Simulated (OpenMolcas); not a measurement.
# doublet [SiAsNH6]+: levels of theory compared

Aim: a comparison of 6 runs (UHF/def2-SVP, UB3LYP/def2-SVP, UBHLYP/def2-SVP, UBLYP/def2-SVP, USVWN5/def2-SVP, ROMP2/def2-SVP) of doublet [SiAsNH6]+. 

The results are computed with OpenMolcas 26.06.

**1. Starting point**

[SiAsNH6]+: 9 atoms, total charge +1, spin state doublet. SMILES of the parent species: `N[AsH][SiH3]`. Geometry: relaxed at PBE0-D4/def2-TZVP. This is one conformer, not always the lowest. That shape belongs to the parent species and isn't relaxed for this state.

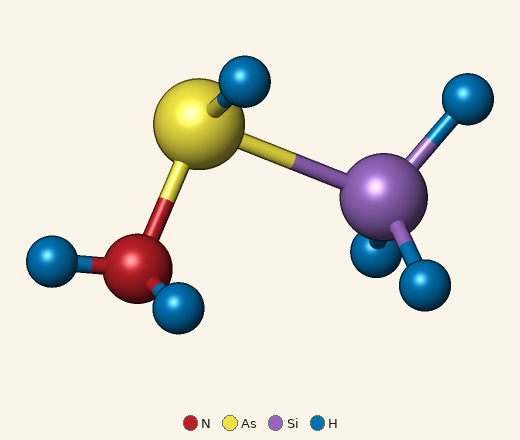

The structure, seen from a chosen angle (nitrogen red, arsenic yellow, silicon purple, hydrogen blue).

**2. The energy at UHF/def2-SVP (run 1)**

Contents of calc.inp:

```
* AsH6NSi Hartree-Fock
>>> EXPORT MOLCAS_PRINT=2

&GATEWAY
 BasLib=$CurrDir
 Coord
 9
 angstrom
 N       -1.101100       0.719000      -1.145600
 As       0.735100       0.438100      -0.988900
 Si       0.557300      -1.064700       0.828600
 H       -1.303700       1.291400      -1.954300
 H       -1.525300       1.144300      -0.332300
 H        1.144100       1.592600      -0.059800
 H        1.889500      -1.194000       1.477900
 H        0.123900      -2.393300       0.326700
 H       -0.431200      -0.579700       1.830600
 Basis=def2-SVP
 Group=NoSym

&SEWARD

&SCF
 UHF
 Charge=1
 Spin=2
 Thresholds=1e-10 1e-07 1e-07 1e-05
 PrOrbitals=1 2
```

The basis set def2-SVP is read from a file made from the Basis Set Exchange's data (not shown).

Launch:

```console
export MOLCAS_MEM=1860
pymolcas calc.inp > calc.log
```

The program printed:

```text
--- Start Module: gateway ---
[...]
--- Stop Module: gateway /rc=_RC_ALL_IS_WELL_ ---
--- Start Module: seward ---
[...]
      Basis functions           94
--- Stop Module: seward /rc=_RC_ALL_IS_WELL_ ---
[...]
--- Start Module: scf ---
[...]
       Convergence after  24 Iterations
[...]
::    Total SCF energy                              -2580.3411139047
[...]
      Total spin, S                                     0.5061746248
[...]
      Total electronic charge=   59.000000
      Total            charge=    1.000000
[...]
      Dipole Moment (debye):
      Origin of the operator (angstrom)=    0.4485    0.1054   -0.5340
                   X=  2.3685E-01               Y=  1.4747E+00               Z=  3.7450E-01           Total=  1.5399E+00
      Center of Charge (angstrom)
[...]
--- Stop Module: scf /rc=_RC_ALL_IS_WELL_ ---
[...]
```

Wall time 17 s (1 thread of Intel Xeon Platinum 8259CL at 2.50GHz (Skylake/Cascade Lake), shared host); peak memory 0.52 GiB.

**3. The energy at UB3LYP/def2-SVP (run 2)**

Contents of run.input:

```
&GATEWAY
BasLib
$CurrDir
Coord
9
angstrom
N       -1.101100       0.719000      -1.145600
As       0.735100       0.438100      -0.988900
Si       0.557300      -1.064700       0.828600
H       -1.303700       1.291400      -1.954300
H       -1.525300       1.144300      -0.332300
H        1.144100       1.592600      -0.059800
H        1.889500      -1.194000       1.477900
H        0.123900      -2.393300       0.326700
H       -0.431200      -0.579700       1.830600
Basis
def2-SVP
Group
NoSym
&SEWARD
GridInput
Grid=UltraFine
End of Grid
&SCF
UHF
Charge
1
Spin
2
KSDFT
B3LYP
Thresholds
1e-10 1e-07 1e-07 1e-05
PrOrbitals
1 1
```

The basis set def2-SVP is read from a file made from the Basis Set Exchange's data (not shown).

Launch:

```console
export MOLCAS_MEM=1860
pymolcas run.input > run.log
```

The program printed:

```text
--- Start Module: gateway ---
[...]
--- Stop Module: gateway /rc=_RC_ALL_IS_WELL_ ---
--- Start Module: seward ---
[...]
      Basis functions           94
--- Stop Module: seward /rc=_RC_ALL_IS_WELL_ ---
[...]
--- Start Module: scf ---
[...]
       Convergence after  24 Iterations
[...]
::    Total KS-DFT energy                           -2583.0375759680
[...]
      Total spin, S                                     0.5028482917
[...]
      Total electronic charge=   59.000000
      Total            charge=    1.000000
[...]
      Dipole Moment (debye):
      Origin of the operator (angstrom)=    0.4485    0.1054   -0.5340
                   X= -1.5350E+00               Y=  1.4397E+00               Z=  6.8060E-01           Total=  2.2118E+00
      Center of Charge (angstrom)
[...]
--- Stop Module: scf /rc=_RC_ALL_IS_WELL_ ---
[...]
```

It took 92 s on 1 thread of Intel Xeon Platinum 8259CL at 2.50GHz (Skylake/Cascade Lake), shared host; peak memory 0.52 GiB.

**4. The energy at UBHLYP/def2-SVP (run 3)**

Contents of test.input:

```
* AsH6NSi Kohn-Sham DFT

&gateway
  baslib=$CurrDir
  coord
  9
  angstrom
  N       -1.101100       0.719000      -1.145600
  As       0.735100       0.438100      -0.988900
  Si       0.557300      -1.064700       0.828600
  H       -1.303700       1.291400      -1.954300
  H       -1.525300       1.144300      -0.332300
  H        1.144100       1.592600      -0.059800
  H        1.889500      -1.194000       1.477900
  H        0.123900      -2.393300       0.326700
  H       -0.431200      -0.579700       1.830600
  basis=def2-SVP
  group=NoSym

&seward
  gridinput
  Grid=UltraFine
  End of Grid

&scf
  uhf
  charge=1
  spin=2
  ksdft=HYB_GGA_XC_BHANDHLYP
  thresholds=1e-10 1e-07 1e-07 1e-05
  prorbitals=1 2
```

The basis set def2-SVP is read from a file made from the Basis Set Exchange's data (not shown).

Launch:

```console
export MOLCAS_MEM=1860
pymolcas test.input > test.log
```

The program printed:

```text
--- Start Module: gateway ---
[...]
--- Stop Module: gateway /rc=_RC_ALL_IS_WELL_ ---
--- Start Module: seward ---
[...]
      Basis functions           94
--- Stop Module: seward /rc=_RC_ALL_IS_WELL_ ---
[...]
--- Start Module: scf ---
[...]
       Convergence after  25 Iterations
[...]
::    Total KS-DFT energy                           -2582.9130740571
[...]
      Total spin, S                                     0.5054307848
[...]
      Total electronic charge=   59.000000
      Total            charge=    1.000000
[...]
      Dipole Moment (debye):
      Origin of the operator (angstrom)=    0.4485    0.1054   -0.5340
                   X= -7.0079E-01               Y=  1.3446E+00               Z=  6.9384E-01           Total=  1.6675E+00
      Center of Charge (angstrom)
[...]
--- Stop Module: scf /rc=_RC_ALL_IS_WELL_ ---
[...]
```

Run time: 92 s. Hardware: 1 thread of Intel Xeon Platinum 8259CL at 2.50GHz (Skylake/Cascade Lake), shared host; peak memory 0.52 GiB.

Runs 4 to 5 aren't shown in full; the table further down has their settings and results.

**5. A single-point energy at ROMP2/def2-SVP (run 6)**

Contents of test.inp:

```
&GATEWAY
  BasLib = $CurrDir
  BasisSet
  N.def2-SVP....
  N1 -1.101100 0.719000 -1.145600 angstrom
  End of Basis
  BasisSet
  As.def2-SVP....
  As2 0.735100 0.438100 -0.988900 angstrom
  End of Basis
  BasisSet
  Si.def2-SVP....
  Si3 0.557300 -1.064700 0.828600 angstrom
  End of Basis
  BasisSet
  H.def2-SVP....
  H4 -1.303700 1.291400 -1.954300 angstrom
  H5 -1.525300 1.144300 -0.332300 angstrom
  H6 1.144100 1.592600 -0.059800 angstrom
  H7 1.889500 -1.194000 1.477900 angstrom
  H8 0.123900 -2.393300 0.326700 angstrom
  H9 -0.431200 -0.579700 1.830600 angstrom
  End of Basis

&SEWARD

&SCF
  UHF
  Charge = 1
  Spin = 2
  Thresholds = 1e-10 1e-07 1e-07 1e-05
  PrOrbitals = 1

&RASSCF
  FileOrb = $Project.UnaOrb
  Spin = 2
  Nactel = 1 0 0
  Inactive = 29
  Ras2 = 1
  OutOrbitals = Canonical
  OrbListing = Nothing

&CASPT2
  IPEA = 0.0
  Frozen = 15
```

The basis set def2-SVP is read from a file made from the Basis Set Exchange's data (not shown).

Launch:

```console
export MOLCAS_MEM=1860
pymolcas test.inp > test.log
```

The program printed:

```text
--- Start Module: gateway ---
[...]
--- Stop Module: gateway /rc=_RC_ALL_IS_WELL_ ---
[...]
      Basis functions           94
[...]
       Convergence after  24 Iterations
[...]
::    Total SCF energy                              -2580.3411139047
[...]
      Total spin, S                                     0.5061746248
[...]
--- Start Module: rasscf ---
[...]
      Number of active orbitals                  1
[...]
      Spin quantum number                      0.5
[...]
      Active orbitals                            1
[...]
      Number of CSFs                             1
[...]
      Number of root(s) required                 1
[...]
      Convergence after 11 iterations
[...]
      printout of CI-coefficients larger than  0.05 for root  1
      energy=   -2580.337846
      conf/sym  1     Coeff  Weight
             1  u   1.00000 1.00000
      Natural orbitals and occupation numbers for root  1
      sym 1:   1.000000
      ************************************************************************************************************************
      *                                                    Final results                                                     *
[...]
::    RASSCF root number  1 Total energy:  -2580.33784601
[...]
      Total electronic charge=   59.000000
      Total            charge=    1.000000
[...]
      Dipole Moment (debye):
      Origin of the operator (angstrom)=    0.4485    0.1054   -0.5340
                   X=  2.6981E-01               Y=  1.5169E+00               Z=  2.8936E-01           Total=  1.5676E+00
      Center of Charge (angstrom)
[...]
--- Stop Module: rasscf /rc=_RC_ALL_IS_WELL_ ---
[...]
--- Start Module: caspt2 ---
[...]
      E2 (Variational):          -0.4966793753
      Total energy:           -2580.8345253851
[...]
      Reference weight:           0.85838
[...]
::    CASPT2 Root  1     Total energy:  -2580.83452539
[...]
```

Wall time 29 s (1 thread of Intel Xeon Platinum 8259CL at 2.50GHz (Skylake/Cascade Lake), shared host); peak memory 0.52 GiB.

**6. All runs side by side**

```
run            level  integration grid  frozen core orbitals   energy (Eh)  HOMO energy (eV)  LUMO energy (eV)   ⟨S²⟩  wall time
  1     UHF/def2-SVP                 –                     –  -2580.341114            -16.58             -7.41  0.762       17 s
  2  UB3LYP/def2-SVP         UltraFine                     –  -2583.037576            -13.13            -11.40  0.756       92 s
  3  UBHLYP/def2-SVP         UltraFine                     –  -2582.913074            -14.31            -10.35  0.761       92 s
  4   UBLYP/def2-SVP         UltraFine                     –  -2582.992628            -12.15            -11.79  0.752       96 s
  5  USVWN5/def2-SVP         UltraFine                     –  -2578.041767            -12.36            -12.14  0.751       51 s
  6   ROMP2/def2-SVP                 –                    15  -2580.834525                 –                 –      –       29 s
```

**7. Results**

| quantity | value |
| --- | --- |
| run 6: total energy | -2580.83453 Eh |

In words: Totals of different functionals can't be ranked against each other. All runs together took 6.3 min, the longest 96 s.
